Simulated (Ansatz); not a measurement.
Input file:

```
crystal:
  periodic: [false, false, false]
  atoms:
    - {symbol: In, position_ang: [0.000000, 0.000000, -0.000002]}
    - {symbol: H, position_ang: [0.026145, -0.035055, 1.793808]}
    - {symbol: H, position_ang: [1.684247, -0.007430, -0.618810]}
    - {symbol: H, position_ang: [-0.838320, 1.484666, -0.559154]}
    - {symbol: H, position_ang: [-0.872072, -1.442180, -0.615852]}
basis:
  gaussian: {orbitals: def2-TZVPD, initial_orbitals: start.molden}
total_charge: -1
hamiltonian: {xc: pbe0, dispersion: d4}
output: {orbitals: {seedname: orbitals}}
```

Command:

```sh
ansatz run in.yaml --threads 4 --pin off --events-out ev --progress --plain --max-ram 3916MiB
```

Geometry: PBE-D4/def2-TZVPD; core potentials replace the inner electrons of In.

Level of theory: Ansatz, RKS PBE0-D4/def2-TZVPD.

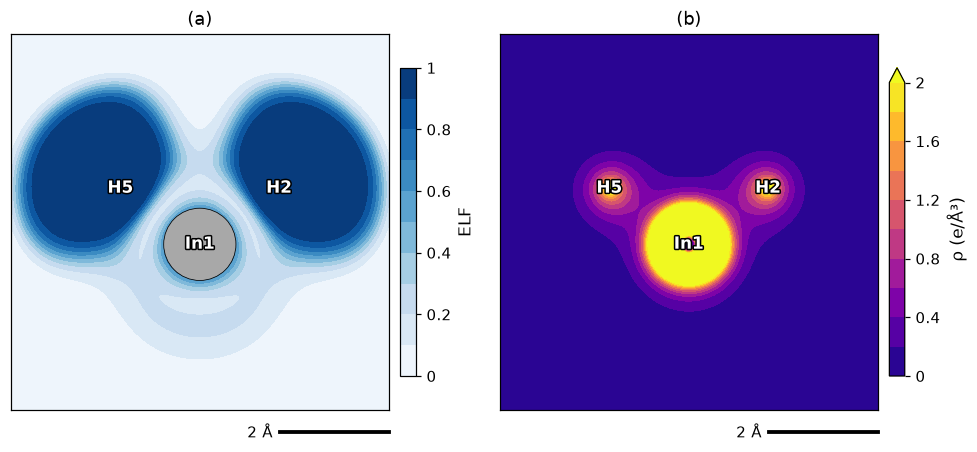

H₄In (charge −1). (a) electron localisation function; (b) electron density on the plane of atoms H2, In1 and H5. Grey discs cover the atomic cores in the ELF map.

Question: Read the bonding off the picture.

Answer:
- The plane passes through In and H nuclei.
- In–H (1.79 Å): ρ is about 0.97 e/Å³ halfway; the ELF climbs to about 1 towards the hydrogen.
